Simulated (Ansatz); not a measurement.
A substitution series on C: H to CH3

Gas-phase molecules. On one C centre that keeps F, n of the H ligands are replaced by CH3. The dipole moment y in D at wB97M-V/def2-TZVPP. Shapes: PBE0-D4/def2-TZVP. Programs: Ansatz 0.2.0.

| molecule | n | y (D) |
| --- | --- | --- |
| CH3F | 0 | 1.78 |
| C2H5F | 1 | 1.87 |
| C3H7F | 2 | ? |
| C4H9F | 3 | 1.89 |

Problem. Fit y = c + s·n to the known rows and predict C3H7F.

Solution. 
1. Means of the 3 rows: n = 1.33333, y = 1.847.
2. Σ(Δn)² = 4.6667, Σ(Δn·Δy) = 0.15333, so the slope is 0.15333/4.6667 = 0.032856.
3. Intercept: 1.847 − (0.032856) × 1.33333 = 1.803. The largest residual of the fit is 0.034.
4. C3H7F: 1.803 + (0.032856) × 2 = 1.87 D.

The run gave 1.89 D, so the prediction is off by -0.02 D, within the largest residual. The steps per swap are uneven (+0.09, +0.02, 0.00), so a line is a poor model. Dipoles add as vectors. Other levels give for C3H7F: PBE-D4/def2-TZVPP 1.78; r2SCAN-D4/def2-TZVPP 1.85 D.

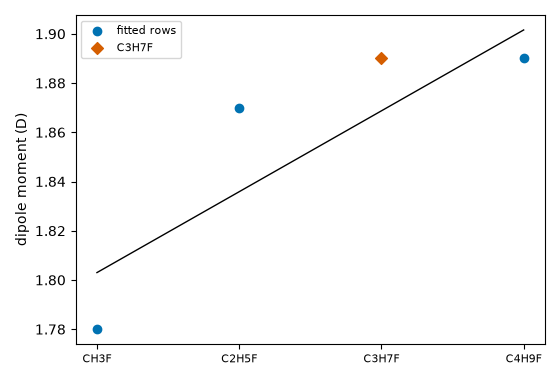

The fitted line, with the withheld member.
